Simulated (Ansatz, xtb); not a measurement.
A ladder of methods for GeH4 (SMILES [H][Ge]([H])([H])[H])

GeH4 has 5 atoms, charge 0, and is taken as a singlet. SMILES: `[H][Ge]([H])([H])[H]`. The shape comes from GFN2-xTB, which is rough for such elements, and wasn't checked as a minimum.

| atom | x (Å) | y (Å) | z (Å) |
| --- | --- | --- | --- |
| Ge | 0.0001 | 0.0004 | -0.0002 |
| H | 0.0115 | -0.0181 | 1.4819 |
| H | 1.3949 | 0.0100 | -0.5035 |
| H | -0.7076 | 1.2140 | -0.4736 |
| H | -0.6989 | -1.2063 | -0.5046 |

Each level gives the electronic atomisation energy (eV). The values are calculated. Electronic energies at fixed atoms, without zero-point motion or spin-orbit coupling.

```
         level                    kind  program  value (eV)  less FCI/STO-3G
      GFN2-xTB          semi-empirical      xtb       15.40            -1.83
      GFN0-xTB          semi-empirical      xtb       21.18            +3.95
     HF/STO-3G            Hartree–Fock   Ansatz       15.87            -1.36
   BLYP/STO-3G                     GGA   Ansatz       20.15            +2.92
 r2SCAN/STO-3G                meta-GGA   Ansatz       20.08            +2.85
   PBE0/STO-3G           global hybrid   Ansatz       19.73            +2.50
wB97M-V/STO-3G  range-separated hybrid   Ansatz       20.69            +3.46
    MP2/STO-3G     perturbation theory   Ansatz       16.82            -0.41
 CCSDTQ/STO-3G   coupled cluster or CI   Ansatz       17.23             0.00
    FCI/STO-3G      exact in the basis   Ansatz       17.23             0.00
```

FCI/STO-3G is exact within its basis and frozen core, so for wave-function methods in that basis the difference is their error; functionals converge differently with the basis, so for them it is only a difference. All-electron rows without a relativistic Hamiltonian named are non-relativistic. The values span 15.40 to 21.18 eV. Spin contamination of the reference (⟨S²⟩ at least 0.1 too high) touches BLYP/STO-3G, r2SCAN/STO-3G, PBE0/STO-3G, wB97M-V/STO-3G. The xTB rows lack spin polarisation, so open shells miss the exchange term that lowers them. All rows use very small basis sets, so even the best lies far from the true value. In the correlated wave-function rows the outer d shell of Ge is correlated, in sets not made for it.

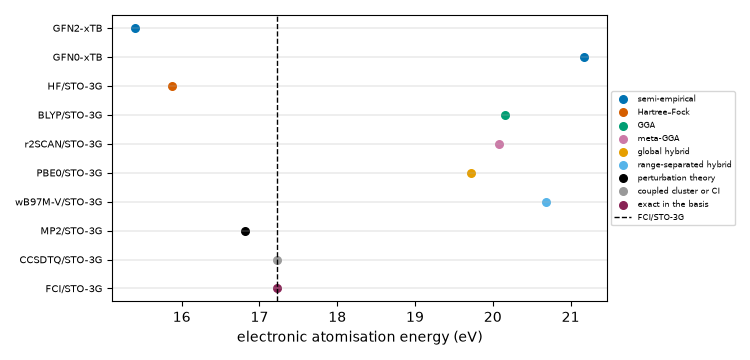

The values of the table, level by level.
